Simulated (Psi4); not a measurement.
Energy and gradient calculation, with input and output: SnCl2F2 (charge +1)

System: SnCl2F2, charge +1, multiplicity 2.
Method: SVWN5/def2-SVP, UKS (Psi4 1.11).

The run did not end well. The geometry is that of the parent species in another charge or spin state. The geometry comes from this level: PBE0-D4/def2-TZVP.

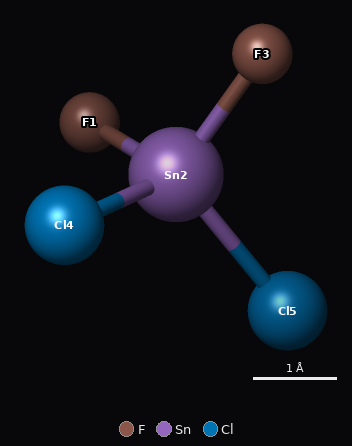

Fig. 1: The input geometry (ball-and-stick view, seen at an oblique angle; atoms are numbered from 1 in the order of the input). Sticks mark near contacts. Bond lengths as drawn: Cl–Sn 2.27 Å and F–Sn 1.89 Å.

Input file (calc.dat)
```
memory 2.2 GB

molecule molecule1 {
  1 2
  F     -0.25700275    -0.60187777     3.53662244
  Sn     0.05971535    -0.06916398     0.02570028
  F      2.85159672    -2.04128216    -0.98851574
  Cl    -3.47274970    -1.49855282    -1.94641791
  Cl     0.91273772     4.07179288    -0.70562373
  units bohr
  symmetry c1
  no_reorient
  no_com
}

set basis def2-SVP
set reference uks
set puream true
set e_convergence 1e-09
set d_convergence 1e-06
set scf_type pk
set dft_radial_points 99
set dft_spherical_points 590
set maxiter 150
set damping_percentage 30
set guess sap

e, wfn = gradient("scf", dft_functional={"name": "SVWN5", "x_functionals": {"LDA_X": {}}, "c_functionals": {"LDA_C_VWN": {}}}, return_wfn=True)
oeprop(wfn, "WIBERG_LOWDIN_INDICES", "MULLIKEN_CHARGES", "QUADRUPOLE", title="SCF")
print_variables()
```

Command:
```bash
psi4 -i calc.dat -o calc.out -n 1
```

Output
```
Psi4 1.11 release

gradient() will perform analytic gradient computation.

   => Loading Basis Set <=

    Name: DEF2-SVP
    Role: ORBITAL
    Keyword: BASIS

    !!!  WARNING: ECP capability is in beta. Please check occupations closely.  !!!

         ---------------------------------------------------------
                                   SCF
                              UKS Reference
                        1 Threads,   2098 MiB Core
         ---------------------------------------------------------

  ==> Geometry <==

    Molecular point group: c1
    Full point group: C1

    Geometry (in Bohr), charge = 1, multiplicity = 2:

       Center              X                  Y                   Z               Mass
    ------------   -----------------  -----------------  -----------------  -----------------
         F           -0.257002750000    -0.601877770000     3.536622440000    18.998403162730
         SN           0.059715350000    -0.069163980000     0.025700280000   119.902201630000
         F            2.851596720000    -2.041282160000    -0.988515740000    18.998403162730
         CL          -3.472749700000    -1.498552820000    -1.946417910000    34.968852682000
         CL           0.912737720000     4.071792880000    -0.705623730000    34.968852682000

  Running in c1 symmetry.

  Rotational constants: A =      0.07063  B =      0.04967  C =      0.04146 [cm^-1]
  Rotational constants: A =   2117.35798  B =   1489.15291  C =   1243.00054 [MHz]
  Nuclear repulsion =  435.160609086283159

  Charge       = 1
  Multiplicity = 2
  Electrons    = 73
  Nalpha       = 37
  Nbeta        = 36

  ==> Algorithm <==

  SCF Algorithm Type is PK.
  DIIS enabled.
  MOM disabled.
  Fractional occupation disabled.
  Guess Type is SAP.
  Energy threshold   = 1.00e-09
  Density threshold  = 1.00e-06
  Integral threshold = 1.00e-12

  ==> Primary Basis <==

  Basis Set: DEF2-SVP
    Blend: DEF2-SVP
    Number of shells: 38
    Number of basis functions: 90
    Number of Cartesian functions: 96
    Spherical Harmonics?: true
    Max angular momentum: 2

  Core potential: DEF2-SVP
    Number of shells: 4
    Number of ECP primitives: 18
    Number of ECP core electrons: 28
    Max angular momentum: 3

  ==> DFT Potential <==

   => LibXC <=

    Version 7.1.2

   => Composite Functional: SVWN5 <=

    Slater exchange
    Vosko, Wilk & Nusair (VWN5)

    Deriv               =              1
    GGA                 =          FALSE
    Meta                =          FALSE

    Exchange Hybrid     =          FALSE
    MP2 Hybrid          =          FALSE

   => Exchange Functionals <=

    1.0000         XC_LDA_X

   => Correlation Functionals <=

    1.0000     XC_LDA_C_VWN

   => LibXC Density Thresholds  <==

    XC_LDA_C_VWN:  1.00E-15
    XC_LDA_X:  1.00E-15

   => Molecular Quadrature <=

    Radial Scheme          =       TREUTLER
    Pruning Scheme         =           NONE
    Nuclear Scheme         =       TREUTLER

    Blocking Scheme        =         OCTREE
    BS radius alpha        =              1
    Pruning alpha          =              1
    Radial Points          =             99
    Spherical Points       =            590
    Total Points           =         275596
    Total Blocks           =           2112
    Max Points             =            256
    Max Functions          =             83
    Weights Tolerance      =       1.00E-15

  ==> Integral Setup <==

  Using in-core PK algorithm.
   Calculation information:
      Number of atoms:                   5
      Number of AO shells:              38
      Number of primitives:             83
      Number of atomic orbitals:        96
      Number of basis functions:        90

      Integral cutoff                 1.00e-12
      Number of threads:                 1

  Performing in-core PK
  Using 16773120 doubles for integral storage.
  We computed 208082 shell quartets total.
  Whereas there are 274911 unique shell quartets.

  ==> DiskJK: Disk-Based J/K Matrices <==

    J tasked:                  Yes
    K tasked:                   No
    wK tasked:                  No
    Memory [MiB]:             1454
    Schwarz Cutoff:          1E-12

  Cached 100.0% of DFT collocation blocks in 0.116 [GiB].

  Minimum eigenvalue in the overlap matrix is 2.6999072861E-02.
  Reciprocal condition number of the overlap matrix is 7.9775865742E-03.
    Using symmetric orthogonalization.

  ==> Pre-Iterations <==

  ==> SAP guess <==

   => Molecular Quadrature <=

    Radial Scheme          =       TREUTLER
    Pruning Scheme         =           NONE
    Nuclear Scheme         =       TREUTLER

    Blocking Scheme        =         OCTREE
    BS radius alpha        =              1
    Pruning alpha          =              1
    Radial Points          =             99
    Spherical Points       =            590
    Total Points           =         275596
    Total Blocks           =           2112
    Max Points             =            256
    Max Functions          =             83
    Weights Tolerance      =       1.00E-15

   -------------------------------------------------------
    Irrep   Nso     Nmo     Nalpha   Nbeta   Ndocc  Nsocc
   -------------------------------------------------------
     A         90      90      37      36      36       1
   -------------------------------------------------------
    Total      90      90      37      36      36       1
   -------------------------------------------------------

  ==> Iterations <==

                        Total Energy        Delta E     RMS |[F,P]|

   @UKS iter   1: -1139.00123363259672   -1.13900e+03   2.28645e-01 ADIIS
   @UKS iter   2: -1322.84544136354248   -1.83844e+02   4.60039e-02 ADIIS/DIIS/DAMP=30%
   @UKS iter   3: -1315.70203683912064    7.14340e+00   5.09302e-02 ADIIS/DIIS/DAMP=30%
   @UKS iter   4: -1324.16175387681187   -8.45972e+00   1.58301e-02 ADIIS/DIIS/DAMP=30%
   @UKS iter   5: -1325.07823163332705   -9.16478e-01   2.36205e-02 ADIIS/DIIS/DAMP=30%
   @UKS iter   6: -1328.95013342425341   -3.87190e+00   9.06152e-03 ADIIS/DIIS/DAMP=30%
   @UKS iter   7: -1328.59270754544423    3.57426e-01   4.26591e-03 ADIIS/DIIS/DAMP=30%
   @UKS iter   8: -1329.03594891594844   -4.43241e-01   4.42458e-03 ADIIS/DIIS/DAMP=30%
   @UKS iter   9: -1328.94446074769985    9.14882e-02   4.87292e-03 ADIIS/DIIS/DAMP=30%
   @UKS iter  10: -1329.02627767078002   -8.18169e-02   2.48744e-03 ADIIS/DIIS/DAMP=30%
[... 130 lines of further cycles ...]
   @UKS iter 141: -1329.05573269193815   -2.70292e-02   1.46398e-03 ADIIS/DIIS/DAMP=30%
   @UKS iter 142: -1329.04105264146006    1.46801e-02   1.77593e-03 ADIIS/DIIS/DAMP=30%
   @UKS iter 143: -1329.03230063160299    8.75201e-03   1.90923e-03 ADIIS/DIIS/DAMP=30%
   @UKS iter 144: -1329.04894750957601   -1.66469e-02   1.42793e-03 ADIIS/DIIS/DAMP=30%
   @UKS iter 145: -1329.05421333762706   -5.26583e-03   2.65139e-03 ADIIS/DIIS/DAMP=30%
   @UKS iter 146: -1329.04697308117102    7.24026e-03   1.41896e-03 ADIIS/DIIS/DAMP=30%
   @UKS iter 147: -1329.02906550310104    1.79076e-02   2.09759e-03 ADIIS/DIIS/DAMP=30%
   @UKS iter 148: -1329.07330514549676   -4.42396e-02   5.84751e-04 ADIIS/DIIS/DAMP=30%
   @UKS iter 149: -1329.02551754330125    4.77876e-02   2.45521e-03 ADIIS/DIIS/DAMP=30%
   @UKS iter 150: -1329.01476866450707    1.07489e-02   2.43164e-03 ADIIS/DIIS/DAMP=30%

PsiException: Could not converge SCF iterations in 150 iterations.

  Failed to converge.

psi4.driver.p4util.exceptions.SCFConvergenceError: Could not converge SCF iterations in 150 iterations.

Printing out the relevant lines from the Psithon --> Python processed input file:
    core.set_global_option("DFT_RADIAL_POINTS", 99)
    core.set_global_option("DFT_SPHERICAL_POINTS", 590)
    core.set_global_option("MAXITER", 150)
    core.set_global_option("DAMPING_PERCENTAGE", 30)
    core.set_global_option("GUESS", "sap")
--> e, wfn = gradient("scf", dft_functional={"name": "SVWN5", "x_functionals": {"LDA_X": {}}, "c_functionals": {"LDA_C_VWN": {}}}, return_wfn=True)
    oeprop(wfn, "WIBERG_LOWDIN_INDICES", "MULLIKEN_CHARGES", "QUADRUPOLE", title="SCF")
    print_variables()

!-------------------------------------------------------!
!                                                       !
!  Could not converge SCF iterations in 150 iterations. !
!                                                       !
!-------------------------------------------------------!

    Psi4 run time: 0:01:00.11
```

Outcome

| quantity | value |
| --- | --- |
| outcome | not converged |
| hardware | 1 thread of Intel Xeon (Granite Rapids), 32 GiB of memory available, shared host |
| wall time | 61 s |
| peak memory | 0.47 GiB |

What went wrong

The run did not converge: “Could not converge SCF iterations in 150 iterations.” Its last values are not results.
